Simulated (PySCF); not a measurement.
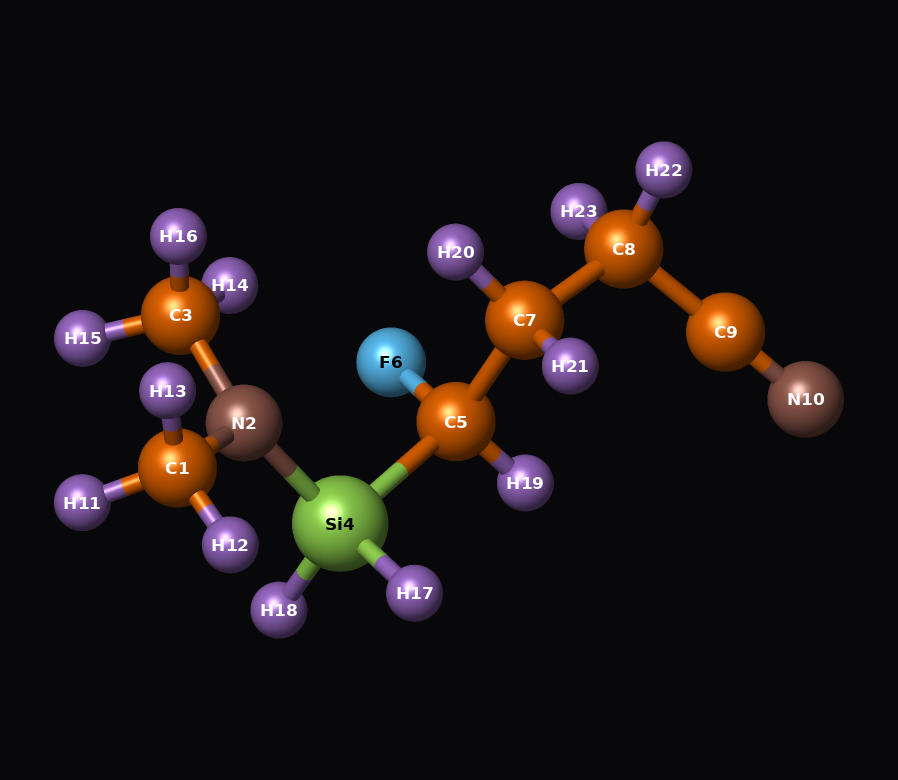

Every bond is drawn as one stick. Computed geometry: GFN2-xTB optimisation. No frequency run is at hand to confirm it as a minimum. Level of theory: PBE0/pcSseg-1 (PySCF 2.14.0).

Question: Which bond between heavy atoms has the highest Mayer bond order?

Answer: C9–N10, 3.05, at a length of 1.143 Å.

List the Mayer bond orders of C1–N2, N2–C3, N2–Si4, Si4–C5, C5–F6, C5–C7, C7–C8, C8–C9, C9–N10 (bonds between heavy atoms, one of each equivalent set).

```json
{"bond": "C1–N2", "Mayer order": "0.96", "length (Å)": "1.444"}
{"bond": "N2–C3", "Mayer order": "0.95", "length (Å)": "1.448"}
{"bond": "N2–Si4", "Mayer order": "0.98", "length (Å)": "1.716"}
{"bond": "Si4–C5", "Mayer order": "0.84", "length (Å)": "1.921"}
{"bond": "C5–F6", "Mayer order": "0.80", "length (Å)": "1.397"}
{"bond": "C5–C7", "Mayer order": "1.01", "length (Å)": "1.521"}
{"bond": "C7–C8", "Mayer order": "1.03", "length (Å)": "1.537"}
{"bond": "C8–C9", "Mayer order": "1.01", "length (Å)": "1.440"}
{"bond": "C9–N10", "Mayer order": "3.05", "length (Å)": "1.143"}
```

The geometry is semi-empirical. Around Si such bond lengths and angles can be off by a tenth of an ångström or more and by several degrees, and values that hang on the shape move with them.
